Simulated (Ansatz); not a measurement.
ZnAsH3O and related structures: several calculations on one system

## 1. Relaxation

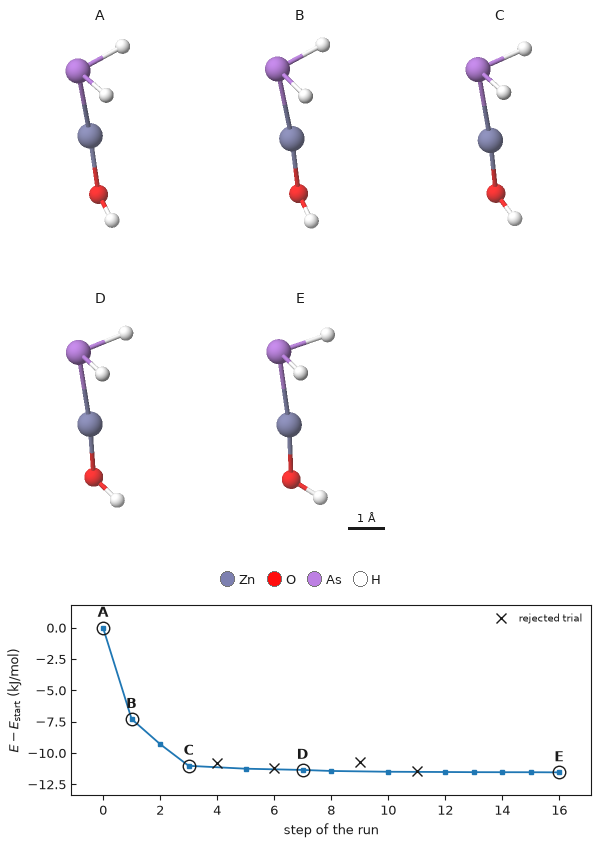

Frames of a relaxation of ZnAsH3O, marked on the history of the run. The picture is a ball-and-stick view, seen from a free direction.

It is one of the separated products of a reaction.

Method: RKS PBE0-D4/def2-TZVP in Ansatz 0.2.0. Set-up: force threshold 0.005 eV/Å; at most 200 steps.

### Describe the path.

An H atom moves most after the best rigid fit: 0.42 Å. Largest moves by element: H 0.42 Å, Zn 0.31 Å, O 0.25 Å, As 0.11 Å. Some distances before and after: O–Zn 1.833 → 1.784 Å, As–Zn 2.367 → 2.355 Å. Bond angles that change, for instance: O–Zn–As 166.2° → 174.5°, Zn–O–H 120.8° → 116.6°. The energy falls by 11.5 kJ/mol in 12 accepted moves (16 points after the start). The largest force component goes from 1 to 0.00084 eV/Å. The line search rejected the trial steps at points 4, 6, 9, 11 of the run. Cost: 72 s on 8 threads of Intel Xeon @ 2.50GHz (shared host). From step 0 to 1: the Zn atom moves most (0.19 Å), energy −7.28 kJ/mol. From step 1 to 3: an H atom moves most (0.15 Å), energy −3.73 kJ/mol. From step 3 to 7: an H atom moves most (0.10 Å), energy −0.33 kJ/mol. From step 7 to 16: an H atom moves most (0.16 Å), energy −0.19 kJ/mol.

| step | E − E(0), kJ/mol | largest force component, eV/Å | note |
| --- | --- | --- | --- |
| 0 | 0.00 | 1.0177 |  |
| 1 | -7.28 | 0.5941 |  |
| 2 | -9.28 | 0.3728 |  |
| 3 | -11.01 | 0.0414 |  |
| 4 | -10.82 | 0.2648 | rejected |
| 5 | -11.24 | 0.0201 |  |
| 6 | -11.22 | 0.1567 | rejected |
| 7 | -11.34 | 0.0883 |  |
| 8 | -11.42 | 0.0552 |  |
| 9 | -10.74 | 0.7383 | rejected |
| 10 | -11.49 | 0.0144 |  |
| 11 | -11.46 | 0.1969 | rejected |
| 12 | -11.51 | 0.0089 |  |
| 13 | -11.52 | 0.0367 |  |
| 14 | -11.52 | 0.0641 |  |
| 15 | -11.53 | 0.0205 |  |
| 16 | -11.53 | 0.0008 |  |

## 2. Relaxation

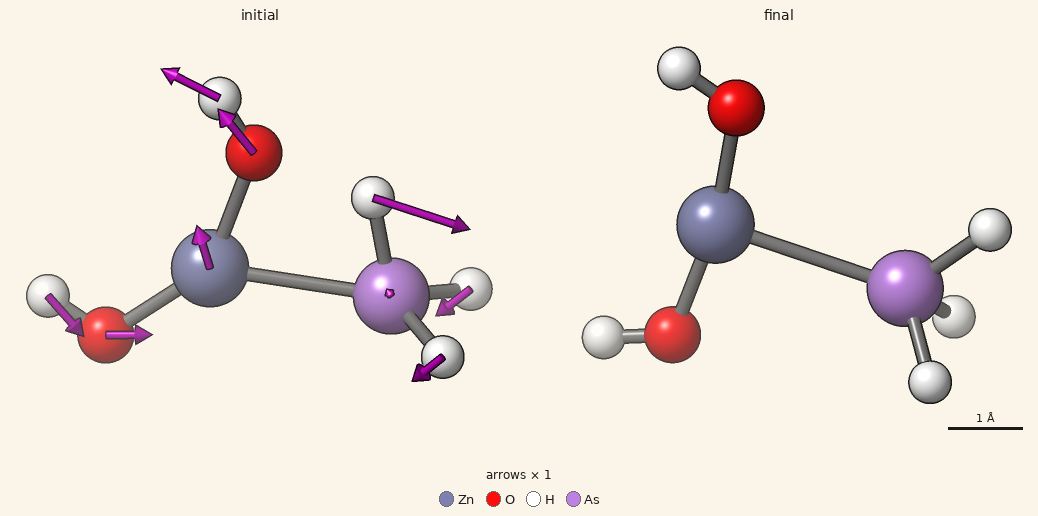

The structure of ZnAsH₅O₂ (started from a transition state, displaced along its imaginary mode) before (left) and after (right) a relaxation, at one scale. The purple arrows give the displacements, at their true length.

Style: ball-and-stick. Shown at a tilt.

Theory: RKS PBE0-D4/def2-TZVP in Ansatz 0.2.0. (force threshold 0.005 eV/Å; at most 200 steps)

**Describe what moved and what it gained.**

After 13 accepted moves (14 points after the start) the energy has fallen by 64.1 kJ/mol. Largest force component: 1.2 eV/Å at the start, 0.0014 eV/Å at the end. The line search rejected the trial step at point 13 of the run. The forces were under the threshold at step 11, but the run went on from there. The atom that moves furthest after the best rigid fit is an H atom (1.41 Å). By element the largest moves are H 1.41 Å, O 0.83 Å, Zn 0.67 Å, As 0.13 Å. Some distances before and after: As–Zn 2.519 → 2.736 Å, O–Zn 1.857 → 1.796 Å, As–H 1.480 → 1.510 Å, O–Zn 1.805 → 1.798 Å. Bond angles that change, for instance: Zn–As–H 74.4° → 124.2°, O–Zn–As 137.2° → 92.7°, O–Zn–O 146.1° → 169.9°.

## 3. Reaction

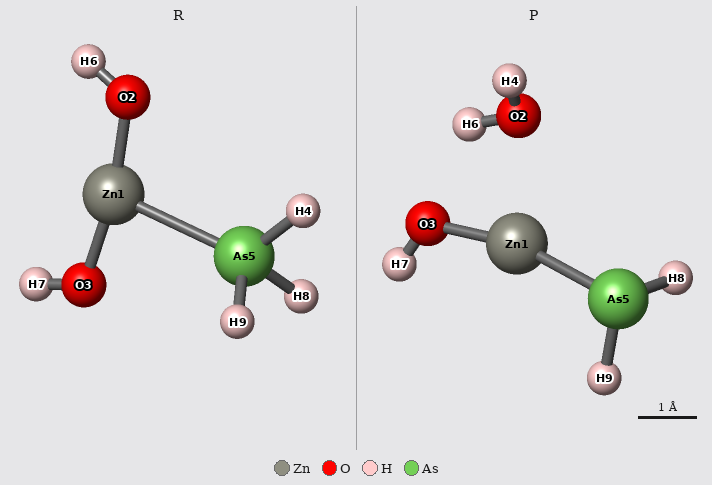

Reactant (R) and product (P) of one elementary step of ZnAsH5O2. The picture is a ball-and-stick view, seen at a tilt.

Stationary points at PBE0-D4/def2-TZVP, single-point energies with CCSD(T)/CBS, CCSD(T), BHLYP-D4, SPW92 (LDA), B97M-V, PBE-QIDH (frozen core (def2-TZVPP where no basis is named; Ansatz 0.2.0). The energies are electronic, without zero-point or thermal terms, and both ends are the minima reached downhill from the saddle, with any fragments still in contact. CCSD(T)/CBS stands for a frozen core with 3s3p of Cu, Zn: MP2 correlation extrapolated from def2-TZVPP and def2-QZVPP, CCSD(T) minus MP2 from the smaller set.

R:
```xyz
9

Zn   -0.0931   -1.1477    0.3557
O     0.8422   -1.0380    1.8845
O    -1.0648   -1.5635   -1.0987
H     0.8846    2.5203    0.4032
As    0.1517    1.4708   -0.3984
H     0.9175   -1.8572    2.3761
H    -1.3428   -2.4783   -1.1629
H    -1.0935    2.2920   -0.6367
H     0.7984    1.8016   -1.7229
```

P:
```xyz
9

Zn    0.0114   -0.0826   -0.3946
O     0.3590   -0.4854    1.7799
O    -0.4287   -1.8522   -0.2083
H     1.2388   -0.5471    2.1597
As    0.5603    2.0779   -1.1905
H     0.0742   -1.3902    1.5443
H    -0.9035   -2.3135   -0.8978
H    -0.5802    2.6810   -0.3774
H    -0.3312    1.9121   -2.4155
```

### What is the transition state like, and how high is the barrier?

Counted by bonded pieces, R holds ZnAsH₅O₂ and P holds H₂O + ZnAsH₃O. From R over the saddle to P, a bond forms: O2–H4 (3.85 → 1.37 → 0.96 Å). Bonds break: Zn1–O2 (1.80 → 1.94 → 2.24 Å), H4–As5 (1.51 → 1.68 → 4.31 Å). Bonds that stay but change much: Zn1–As5 (2.74 → 2.48 → 2.37 Å). The saddle has one imaginary mode, 1115i cm⁻¹. With CCSD(T)/CBS the barrier is 93.0 kJ/mol from R and 161.9 kJ/mol from P, and P lies 68.9 kJ/mol below R.

```tsv
level	barrier from R (kJ/mol)	barrier from P (kJ/mol)	P less R (kJ/mol)
CCSD(T)/CBS	93.0	161.9	−68.9
CCSD(T)	97.0	162.6	−65.6
BHLYP-D4	101.3	173.8	−72.4
SPW92 (LDA)	52.0	136.1	−84.2
B97M-V	99.4	162.1	−62.7
PBE-QIDH (frozen core	87.2	161.2	−74.0
```

Against CCSD(T)/CBS, CCSD(T) comes closest on the barrier from R (+4.0 kJ/mol) and SPW92 (LDA) misses most (−41.1 kJ/mol).

Saddle geometry:

```xyz
9

Zn   -0.4048   -0.8301   -0.2890
O     0.6009   -0.4037    1.3089
O    -1.2222   -2.2060   -1.1107
H     0.7635    0.8991    0.9150
As    0.1275    1.5878   -0.4843
H     0.9981   -0.9377    2.0004
H    -1.1748   -3.0289   -0.6213
H    -0.8176    2.7351   -0.2938
H     1.1296    2.1845   -1.4253
```

The saddle point in the same view, with dashed sticks for the bonds that form or break:

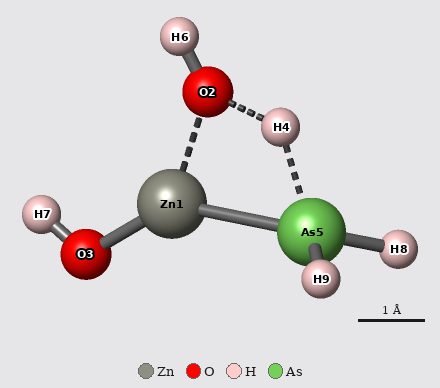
